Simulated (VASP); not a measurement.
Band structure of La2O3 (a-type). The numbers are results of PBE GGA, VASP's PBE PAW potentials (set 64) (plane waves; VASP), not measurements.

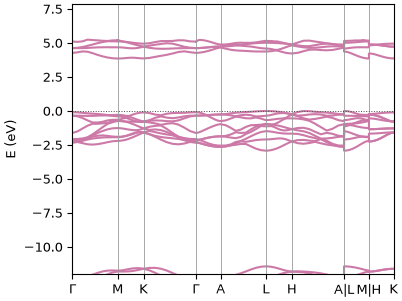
Bands along high-symmetry lines, zero at the valence-band maximum or, without a gap, the Fermi level

Task: Read the plot: is there a gap, and where are the band edges?

Result: The gap is indirect, 3.86 eV, from the valence maximum at L to the conduction minimum at M. (Edges off the drawn lines would not show.)

The compound is La2O3 in the a-type structure. It was relaxed first.
